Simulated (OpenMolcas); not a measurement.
**Single-point calculation of GeH₃Cl (part 2 of 2)**

The same run, continued: GeH₃Cl; BHLYP/def2-TZVP, RKS (OpenMolcas 26.06). A bond length was changed on purpose from its optimised value.

Geometry of the input (Å):
```
Cl -2.8630  -0.9813  -0.5795
Ge -0.8254  -0.9701  -1.2814
H  -0.8268  -0.3000  -2.6589
H  -0.3682  -2.4299  -1.3614
H  0.9845  0.7829  0.9567
```

What the program printed, continued
```
 *****************************************************************************************************************************
 *                                             SCF/KS-DFT Program, Final results                                             *
 *                                                       Final Results                                                       *
 *****************************************************************************************************************************

::    Total KS-DFT energy                           -2538.8533665497
      One-electron energy                           -3923.1527985661
      Two-electron energy                            1215.1116692380
      Nuclear repulsion energy                        169.1877627785
      Kinetic energy (interpolated)                  2535.4120110141
      Virial theorem                                    1.0013573161
      Total spin, S(S+1)                                0.0000000000
      Total spin, S                                     0.0000000000
      Max non-diagonal density matrix element           0.0000000040
      Max non-diagonal Fock matrix element              0.0000000005

      All orbitals with orbital energies smaller than  E(LUMO)+0.5 are printed

++    Molecular orbitals:
      -------------------

      Title: RKS-DFT orbitals

      Molecular orbitals for symmetry species 1: a

      Basis set list:
        1 CL1    1s                 22 CL1    3d2-               43 GE2    1s                 64 GE2    3d1-               85 GE2    4f3+
        2 CL1    1s                 23 CL1    3d1-               44 GE2    2px                65 GE2    3d1-               86 H3     1s
        3 CL1    1s                 24 CL1    3d1-               45 GE2    2px                66 GE2    3d1-               87 H3     1s
        4 CL1    1s                 25 CL1    3d0                46 GE2    2px                67 GE2    3d0                88 H3     1s
        5 CL1    1s                 26 CL1    3d0                47 GE2    2px                68 GE2    3d0                89 H3     2px
        6 CL1    2px                27 CL1    3d1+               48 GE2    2px                69 GE2    3d0                90 H3     2py
        7 CL1    2px                28 CL1    3d1+               49 GE2    2py                70 GE2    3d0                91 H3     2pz
        8 CL1    2px                29 CL1    3d2+               50 GE2    2py                71 GE2    3d1+               92 H4     1s
        9 CL1    2px                30 CL1    3d2+               51 GE2    2py                72 GE2    3d1+               93 H4     1s
       10 CL1    2px                31 CL1    4f3-               52 GE2    2py                73 GE2    3d1+               94 H4     1s
       11 CL1    2py                32 CL1    4f2-               53 GE2    2py                74 GE2    3d1+               95 H4     2px
       12 CL1    2py                33 CL1    4f1-               54 GE2    2pz                75 GE2    3d2+               96 H4     2py
       13 CL1    2py                34 CL1    4f0                55 GE2    2pz                76 GE2    3d2+               97 H4     2pz
       14 CL1    2py                35 CL1    4f1+               56 GE2    2pz                77 GE2    3d2+               98 H5     1s
       15 CL1    2py                36 CL1    4f2+               57 GE2    2pz                78 GE2    3d2+               99 H5     1s
       16 CL1    2pz                37 CL1    4f3+               58 GE2    2pz                79 GE2    4f3-              100 H5     1s
       17 CL1    2pz                38 GE2    1s                 59 GE2    3d2-               80 GE2    4f2-              101 H5     2px
       18 CL1    2pz                39 GE2    1s                 60 GE2    3d2-               81 GE2    4f1-              102 H5     2py
       19 CL1    2pz                40 GE2    1s                 61 GE2    3d2-               82 GE2    4f0               103 H5     2pz
       20 CL1    2pz                41 GE2    1s                 62 GE2    3d2-               83 GE2    4f1+
       21 CL1    3d2-               42 GE2    1s                 63 GE2    3d1-               84 GE2    4f2+

  Index Energy  Occupation Coefficients ...

    1 -401.3027    2.0000         38 GE2    1s     ( 0.998),

    2 -102.8079    2.0000          1 CL1    1s     ( 1.000),

    3  -50.7562    2.0000         39 GE2    1s     ( 1.039),

    4  -45.1135    2.0000         44 GE2    2px    ( 0.755),    49 GE2    2py    ( 0.442),    54 GE2    2pz    ( 0.459),

    5  -45.1122    2.0000         44 GE2    2px    (-0.612),    54 GE2    2pz    ( 0.714),

    6  -45.1111    2.0000         49 GE2    2py    ( 0.830),    54 GE2    2pz    (-0.505),

    7   -9.8952    2.0000          3 CL1    1s     ( 0.829),

    8   -7.5446    2.0000          6 CL1    2px    ( 0.684),

    9   -7.5408    2.0000         11 CL1    2py    ( 0.383),    16 CL1    2pz    ( 0.582),

   10   -7.5403    2.0000         11 CL1    2py    (-0.595),    16 CL1    2pz    ( 0.363),

   11   -6.6651    2.0000         39 GE2    1s     (-0.482),    40 GE2    1s     ( 0.615),    41 GE2    1s     ( 0.490),

   12   -4.7645    2.0000         45 GE2    2px    ( 0.685),

   13   -4.7620    2.0000         45 GE2    2px    (-0.419),    55 GE2    2pz    ( 0.635),

   14   -4.7589    2.0000         50 GE2    2py    ( 0.687),    55 GE2    2pz    (-0.418),

   15   -1.4554    2.0000         67 GE2    3d0    ( 0.485),    75 GE2    3d2+   (-0.684),

   16   -1.4539    2.0000         59 GE2    3d2-   ( 0.511),    71 GE2    3d1+   ( 0.701),

   17   -1.4511    2.0000         63 GE2    3d1-   (-0.394),    67 GE2    3d0    ( 0.674),    75 GE2    3d2+   ( 0.415),

   18   -1.4498    2.0000         59 GE2    3d2-   (-0.725),    71 GE2    3d1+   ( 0.427),

   19   -1.4481    2.0000         63 GE2    3d1-   ( 0.744),

   20   -0.9465    2.0000          3 CL1    1s     (-0.489),     4 CL1    1s     ( 0.672),     5 CL1    1s     ( 0.444),

   21   -0.6475    2.0000         42 GE2    1s     ( 0.573),

   22   -0.4651    2.0000         14 CL1    2py    ( 0.198),    52 GE2    2py    ( 0.280),    53 GE2    2py    ( 0.144),    57 GE2    2pz    (-0.171),
                                  87 H3     1s     ( 0.204),    93 H4     1s     (-0.204),

   23   -0.4587    2.0000          9 CL1    2px    (-0.425),    10 CL1    2px    (-0.251),    47 GE2    2px    ( 0.222),

   24   -0.4138    2.0000         14 CL1    2py    ( 0.277),    19 CL1    2pz    ( 0.434),    20 CL1    2pz    ( 0.272),

   25   -0.3923    2.0000         14 CL1    2py    ( 0.407),    15 CL1    2py    ( 0.274),    19 CL1    2pz    (-0.248),

   26   -0.2711    2.0000         43 GE2    1s     ( 0.224),    58 GE2    2pz    ( 0.197),    99 H5     1s     ( 0.263),   100 H5     1s     ( 0.389),

   27   -0.1345    0.0000         42 GE2    1s     (-0.296),    43 GE2    1s     (-0.416),    57 GE2    2pz    (-0.235),    58 GE2    2pz    (-0.233),
                                  99 H5     1s     ( 0.226),   100 H5     1s     ( 0.421),

   28    0.0091    0.0000          5 CL1    1s     ( 0.599),    10 CL1    2px    ( 0.493),    43 GE2    1s     (-0.604),    48 GE2    2px    ( 0.927),

   29    0.0486    0.0000         43 GE2    1s     (-1.445),    58 GE2    2pz    ( 0.981),    88 H3     1s     ( 1.284),    94 H4     1s     ( 1.283),

   30    0.0741    0.0000         53 GE2    2py    ( 1.419),    58 GE2    2pz    (-0.864),    88 H3     1s     (-1.340),    94 H4     1s     ( 1.340),

   31    0.1662    0.0000         66 GE2    3d1-   ( 0.702),    88 H3     1s     ( 0.956),    94 H4     1s     ( 0.956),

   32    0.1960    0.0000         88 H3     1s     (-1.291),    94 H4     1s     ( 1.291),

   33    0.2120    0.0000         62 GE2    3d2-   ( 0.755),    88 H3     1s     (-1.418),    94 H4     1s     ( 1.418),

   34    0.2135    0.0000          5 CL1    1s     ( 0.523),    20 CL1    2pz    (-0.387),    42 GE2    1s     ( 0.346),    43 GE2    1s     (-0.454),
                                  48 GE2    2px    ( 0.482),    62 GE2    3d2-   (-0.443),    66 GE2    3d1-   ( 0.365),    70 GE2    3d0    ( 0.630),
                                  74 GE2    3d1+   (-0.445),    78 GE2    3d2+   (-0.462),

   35    0.2436    0.0000          5 CL1    1s     ( 1.526),    43 GE2    1s     (-1.813),    48 GE2    2px    ( 1.558),

   36    0.2522    0.0000          5 CL1    1s     ( 1.185),    10 CL1    2px    ( 1.303),    48 GE2    2px    ( 0.754),    74 GE2    3d1+   ( 0.803),
                                  78 GE2    3d2+   (-0.716),

   37    0.3306    0.0000         42 GE2    1s     (-0.430),    43 GE2    1s     ( 0.461),    47 GE2    2px    (-0.543),    57 GE2    2pz    (-0.417),
                                  99 H5     1s     (-0.815),   100 H5     1s     ( 0.746),

   38    0.3530    0.0000         10 CL1    2px    (-0.701),    43 GE2    1s     (-1.343),    58 GE2    2pz    ( 0.895),    99 H5     1s     ( 0.722),
                                 100 H5     1s     (-0.991),

   39    0.3595    0.0000         53 GE2    2py    ( 2.175),    58 GE2    2pz    (-1.325),    88 H3     1s     (-1.832),    94 H4     1s     ( 1.832),

--

++    Molecular charges:
      ------------------

      Mulliken charges per centre and basis function type
      ---------------------------------------------------

                CL1     GE2     H3      H4      H5
      1s       5.9322  7.4154  0.9393  0.9393  1.1578
      2px      3.5333  4.4774  0.0008  0.0013  0.0001
      2pz      3.8681  4.7374  0.0059  0.0010  0.0001
      2py      3.9137  4.8050  0.0021  0.0064  0.0001
      3d2+     0.0120  2.0441  0.0000  0.0000  0.0000
      3d1+     0.0089  2.0341  0.0000  0.0000  0.0000
      3d0      0.0047  2.0505  0.0000  0.0000  0.0000
      3d1-     0.0008  2.0257  0.0000  0.0000  0.0000
      3d2-     0.0060  2.0469  0.0000  0.0000  0.0000
      4f3+     0.0005  0.0048  0.0000  0.0000  0.0000
      4f2+     0.0004  0.0040  0.0000  0.0000  0.0000
      4f1+     0.0004  0.0044  0.0000  0.0000  0.0000
      4f0      0.0002  0.0025  0.0000  0.0000  0.0000
      4f1-     0.0000  0.0040  0.0000  0.0000  0.0000
      4f2-     0.0001  0.0015  0.0000  0.0000  0.0000
      4f3-     0.0004  0.0065  0.0000  0.0000  0.0000
      Total   17.2816 31.6642  0.9481  0.9481  1.1581

      N-E     -0.2816  0.3358  0.0519  0.0519 -0.1581

      Total electronic charge=   52.000000

      Total            charge=   -0.000000
--

++    Molecular properties:
      ---------------------

      Charge (e):
                      =   -0.0000
      Dipole Moment (debye):
      Origin of the operator (angstrom)=   -1.4417   -0.9649   -1.0550
                   X=  6.0675E-02               Y= -1.4251E+00               Z= -2.3610E+00           Total=  2.7585E+00
      Quadrupole Moment (debye*angstrom):
      Origin of the operator (angstrom)=   -1.4417   -0.9649   -1.0550
                  XX= -3.6845E+01              XY= -3.0143E+00              XZ= -3.4921E+00              YY= -3.4710E+01
                  YZ= -2.1929E+00              ZZ= -3.5091E+01
      In traceless form (debye*angstrom)
                  XX= -1.9450E+00              XY= -4.5214E+00              XZ= -5.2382E+00              YY=  1.2581E+00
                  YZ= -3.2894E+00              ZZ=  6.8685E-01
--

--- Stop Module: scf /rc=_RC_ALL_IS_WELL_ ---
--- Module scf spent 24 seconds ---

.##################.
.# Happy landing! #.
.##################.

    Timing: Wall=28.84 User=24.34 System=4.47
```

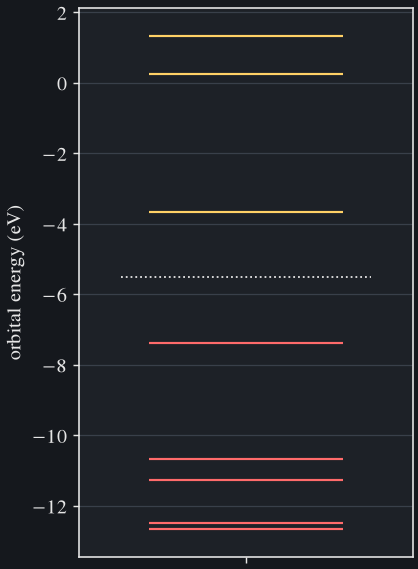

**Figure 1.** Orbital energies near the frontier; the dotted line parts filled from empty levels, and levels within 0.02 eV of each other stand side by side. Highest filled −7.38 eV, lowest empty −3.66 eV, 3.72 eV apart.

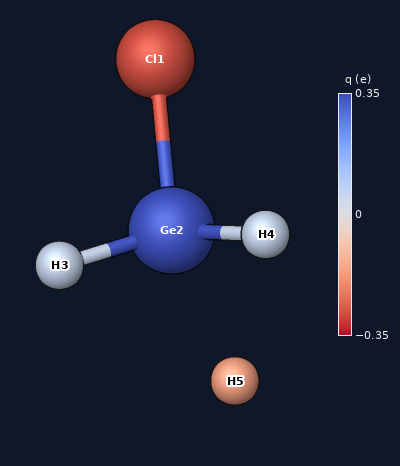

**Figure 2.** Mulliken charges, as the colour of each atom (ball-and-stick view, seen at an oblique angle; atoms are numbered from 1 in the order of the input). By element: Cl −0.28, Ge +0.34 and H −0.16 to +0.05 e.

Key numbers

| quantity | value |
| --- | --- |
| outcome | converged |
| total energy | −2538.853367 hartree |
| basis functions | 103 |
| HOMO | −7.38 eV |
| LUMO | −3.66 eV |
| dipole moment | 2.76 debye |
| wall time | 29 s |
| peak memory | 0.58 GiB |
